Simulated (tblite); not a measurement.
Scan of CCl2, singlet: map of symmetric stretch and bend. Scanned: C-Cl bond length and Cl-C-Cl angle.

Cartesian coordinates as functions of the variables (Å; names that start with a are angles):
```
C  0  0  0
Cl  r*sin(a/2)  0  r*cos(a/2)
Cl  -r*sin(a/2)  0  r*cos(a/2)
```

Level of theory: GFN2-xTB, 300 K electronic temperature (tblite).

Energy in kcal/mol above the lowest grid point; x is the C-Cl bond length (Å), y the Cl-C-Cl angle (°).

```csv
y \ x,1.46,1.57,1.66,1.75,1.83,1.92,2,2.09,2.18,2.26,2.32
180,81.2,56.6,55.4,64.4,77.7,96.0,100.9,107.3,116.7,126.9,135.1
173.95,80.6,55.8,54.3,62.8,74.8,86.9,94.2,103.3,114.3,125.2,133.8
165.32,77.0,50.8,47.9,54.1,63.1,73.8,83.3,95.0,108.0,120.3,129.6
156.68,68.8,40.9,36.7,41.9,50.5,62.0,73.2,86.9,101.4,114.8,124.9
148.04,59.6,30.3,25.5,30.4,39.2,51.8,64.2,79.3,95.2,109.5,120.2
139.41,51.3,20.8,15.6,20.4,29.6,43.0,56.5,72.7,89.6,104.7,115.9
130.77,45.1,13.3,7.6,12.4,21.8,35.8,50.0,67.2,84.8,100.6,112.2
122.14,42.5,8.7,2.1,6.5,16.0,30.3,45.0,62.7,81.0,97.2,109.1
113.50,45.0,8.2,0.0,3.5,12.5,26.7,41.6,59.6,78.2,94.7,106.9
104.86,54.9,13.5,2.5,4.1,12.0,25.5,40.1,58.0,76.6,93.2,105.5
96.23,75.3,27.4,11.9,10.0,15.8,27.6,41.1,58.4,76.6,93.0,105.1
85,123.1,65.3,41.3,31.6,31.7,38.6,49.0,63.7,80.2,95.6,107.1
```

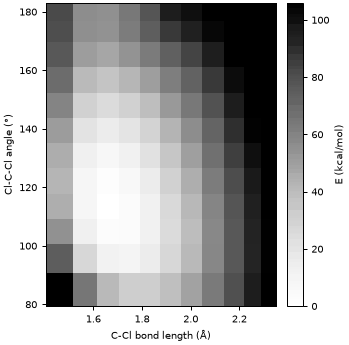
Energy surface, cut off at 106 kcal/mol.

Points that lie below all their neighbours on the grid: x = 1.66, y = 113.50 (0.0 kcal/mol).
